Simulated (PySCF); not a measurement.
| atom | x (Å) | y (Å) | z (Å) |
| --- | --- | --- | --- |
| C | 3.0205 | 0.0879 | 0.9583 |
| C | 2.6241 | 0.1293 | -0.3126 |
| Al | 0.8047 | -0.3999 | -0.8980 |
| Cl | 0.4196 | -0.4742 | -2.8941 |
| C | -0.6210 | -0.9393 | 0.4157 |
| C | -1.9939 | -0.4095 | -0.0235 |
| C | -1.9855 | 1.1076 | -0.1190 |
| H | 4.0208 | 0.3516 | 1.2789 |
| H | 2.3493 | -0.2178 | 1.7473 |
| H | 3.3674 | 0.4479 | -1.0492 |
| H | -0.6901 | -2.0297 | 0.5331 |
| H | -0.3952 | -0.5556 | 1.4180 |
| H | -2.2494 | -0.8255 | -1.0030 |
| H | -2.7682 | -0.7271 | 0.6817 |
| H | -1.1928 | 1.4218 | -0.8088 |
| H | -2.9352 | 1.4891 | -0.4874 |
| H | -1.7821 | 1.5553 | 0.8516 |

Geometry: GFN2-xTB.

All numbers below come from PBE0/pcSseg-1, SCF density, gas phase, non-relativistic (PySCF 2.14.0).

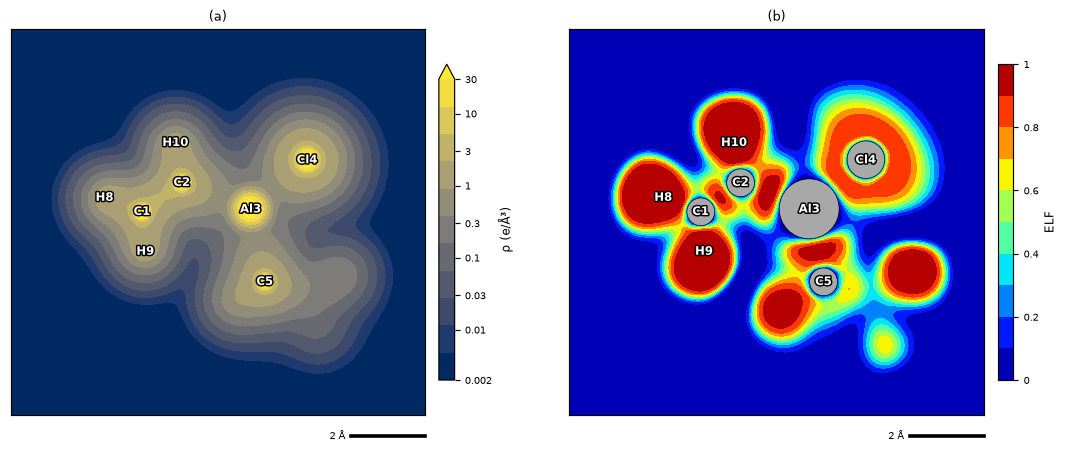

C5H10AlCl (SMILES C=[CH][Al]([Cl])[CH2]CC). (a) total electron density; (b) electron localisation function on the plane of atoms Al3, C2 and H10. Grey discs cover the atomic cores in the ELF map.

Describe what can be read from this map.

Answer.
- The section cuts through C, Al, Cl and H sites.
- C–C (1.33 Å): ρ at the midpoint is about 2.3 e/Å³; the ELF peaks at about 0.95 between the atoms: a short, multiple covalent bond.
- C–Al (1.98 Å): ρ is about 0.69 e/Å³ halfway; the ELF peaks at about 0.95 between the atoms: a shared but strongly polarised pair.
- Al–Cl (2.03 Å): ρ is about 0.82 e/Å³ halfway; the ELF peaks at about 0.85 in the valence shell of Cl, 0.9 Å from its nucleus, and is about 0.80 at the midpoint.
- C–H (1.08 Å): ρ is about 2 e/Å³ halfway; the ELF climbs to about 1 towards the hydrogen, as it does in any bond to H; an ordinary covalent bond to hydrogen.
- The ELF also peaks beside Cl4, away from the bonds: lone-pair regions.
